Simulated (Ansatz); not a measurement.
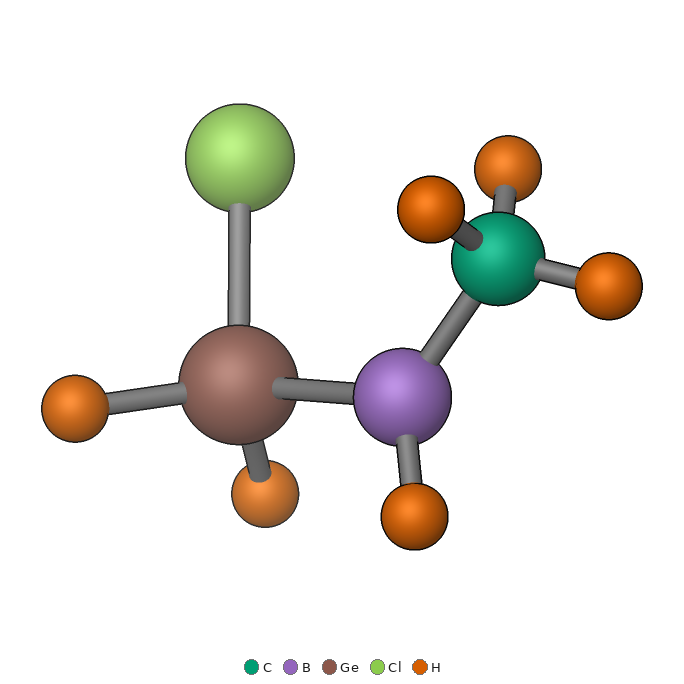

Computed geometry: PBE0-D4/def2-TZVP optimisation. No frequency run is at hand to confirm it as a minimum.

Draw it as a skeletal formula.

SMILES: C[BH][GeH2][Cl]

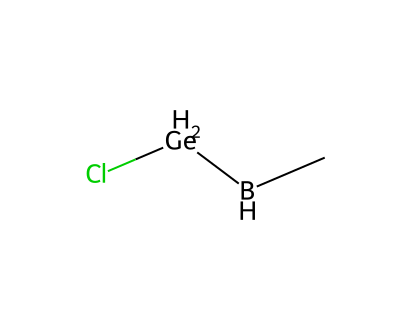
